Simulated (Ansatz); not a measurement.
A computed series for PbSe: pressure series

Take PbSe in the rock salt structure (space group Fm-3m, No. 225) as the base.

```xyz
2
Lattice="0.0000 3.1089 3.1089 3.1089 0.0000 3.1089 3.1089 3.1089 0.0000" Properties=species:S:1:pos:R:3 pbc="T T T"
Pb     0.0000     0.0000     0.0000
Se     3.1089     3.1089     3.1089
```

Cell and atoms are relaxed at each pressure.

Calculations: DFT with PBE, PAW potentials and a 420 eV plane-wave cutoff in Ansatz (an electronic-structure program), no spin-orbit coupling.

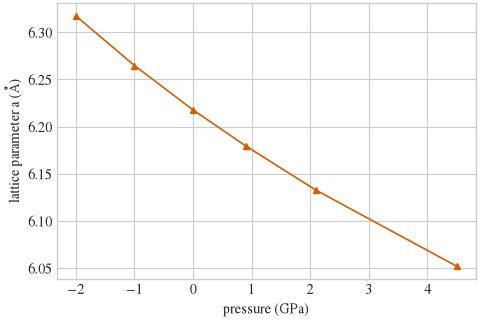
Fig. 1. Lattice parameter a against pressure

```
pressure (GPa)  lattice parameter a
--------------  -------------------
-2                          6.317 Å
-1                          6.265 Å
0.9                         6.180 Å
2.1                         6.133 Å
4.5                         6.052 Å
```

Load acts through the strain it causes; cell and atoms are relaxed under it. No phonon test of stability was made.
